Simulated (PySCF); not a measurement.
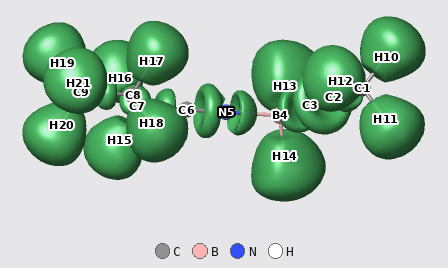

Figure. C$_{7}$H$_{12}$BN (SMILES CC#C[BH2-][N+]#CCCC). Isosurface of the ELF at 0.8 (green), seen from one side. Core shells and regions of very low density are left out.

Geometry: PBE0-D3(BJ)/def2-SVP.

These are results of PySCF 2.14.0, PBE0/pcSseg-1, SCF density, gas phase, non-relativistic, not measurements.

```xyz
21

C     4.2650    1.1644    0.5771
C     3.3832    0.1042    0.1128
C     2.6614   -0.7952   -0.2821
B     1.7407   -1.9539   -0.7910
N     0.2629   -1.5139   -0.5781
C    -0.8217   -1.1711   -0.4128
C    -2.1744   -0.6973   -0.1850
C    -2.2111    0.6950    0.4567
C    -3.6354    1.1680    0.6880
H     4.9139    1.5350   -0.2334
H     4.9202    0.8181    1.3933
H     3.6930    2.0261    0.9589
H     1.8234   -2.1730   -1.9941
H     1.8431   -2.9966   -0.1548
H    -2.6881   -1.4371    0.4522
H    -2.6999   -0.6972   -1.1550
H    -1.6706    1.4019   -0.1926
H    -1.6560    0.6645    1.4077
H    -4.1985    1.2295   -0.2564
H    -4.1821    0.4883    1.3603
H    -3.6442    2.1672    1.1463
```

Question: Where are the electrons localised?

Answer: The ELF exceeds this value in one region between bonded B–C atoms (shared pairs), one region between bonded B–N atoms (shared pairs), five regions between bonded C–C atoms (shared pairs), one region between bonded C–N atoms (shared pairs) and twelve regions around hydrogen nuclei.

Values along the shortest contacts:
C–N (1.15 Å): the ELF peaks at about 0.85 between the atoms: a short, multiple covalent bond. C–C (1.22 Å): the ELF peaks at about 0.85 between the atoms: a multiple bond.
